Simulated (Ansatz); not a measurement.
The calculation's input:

```
crystal:
  periodic: [false, false, false]
  atoms:
    - symbol: C
      position_ang: [-1.620223, 0.361980, -0.247927]
    - symbol: C
      position_ang: [-0.718949, 0.907704, 0.814041]
    - symbol: C
      position_ang: [0.873672, 2.115993, 1.780723]
    - symbol: C
      position_ang: [0.465907, 1.428112, 2.904865]
    - symbol: N
      position_ang: [0.205156, 1.817516, 0.619215]
    - symbol: S
      position_ang: [-0.823408, 0.348625, 2.490416]
    - symbol: H
      position_ang: [-2.689961, 0.529732, -0.007380]
    - symbol: H
      position_ang: [-1.476992, -0.729188, -0.388369]
    - symbol: H
      position_ang: [-1.384086, 0.875457, -1.198129]
    - symbol: H
      position_ang: [1.678786, 2.865212, 1.769081]
    - symbol: H
      position_ang: [0.845974, 1.497616, 3.931117]
basis:
  gaussian:
    orbitals: def2-SVPD
output: {forces: true, orbitals: {seedname: orbitals}}
hamiltonian:
  xc: {name: PBE0}
```

Launched as:

```sh
ansatz run input.yaml --threads 2 --pin off --max-ram 4350MiB --events-out events.jsonl --progress --plain --runs-dir runs
```

Geometry: PBE-D3(BJ)/def2-SVP.

Computed with isolated molecule in a Gaussian basis; Kohn-Sham density functional theory, functional PBE0 in Ansatz.

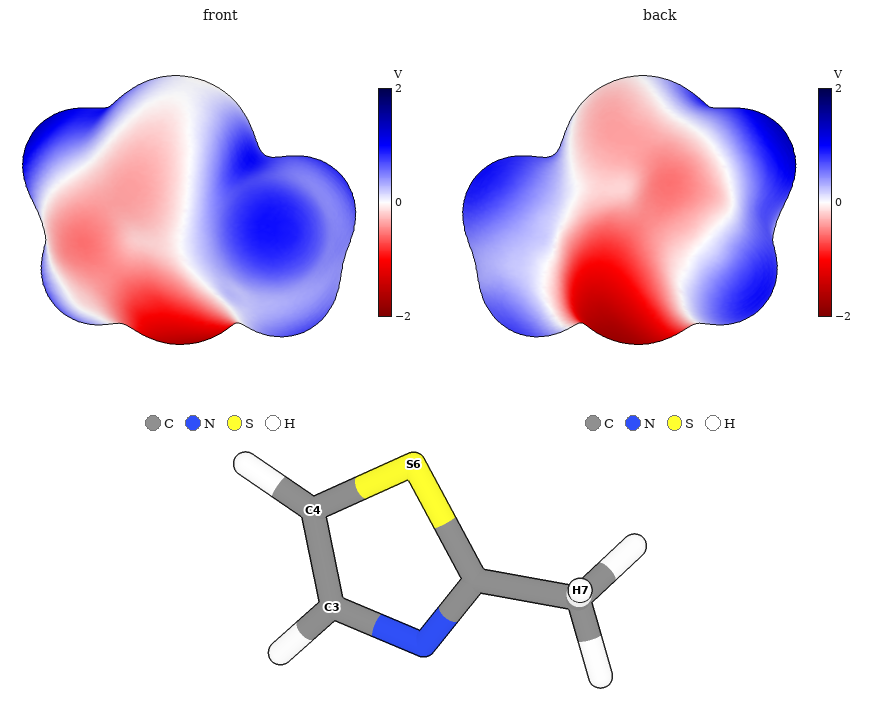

C4H5NS (SMILES Cc1nccs1). The molecular electrostatic potential painted on the density surface at 0.002 e/bohr³, seen from the front and from behind; red is negative and blue positive. The bare structure is drawn below in the same view.

### Where is the surface potential most negative and most positive?

The most negative region (about −1.7 V, or −39 kcal/mol for a unit charge) lies over N5, the most positive (about +1.3 V, or +30 kcal/mol for a unit charge) over H11. N5 is the likeliest acceptor of a hydrogen bond.

### How polar is the molecule by this calculation?

Its dipole moment is 1.18 D.
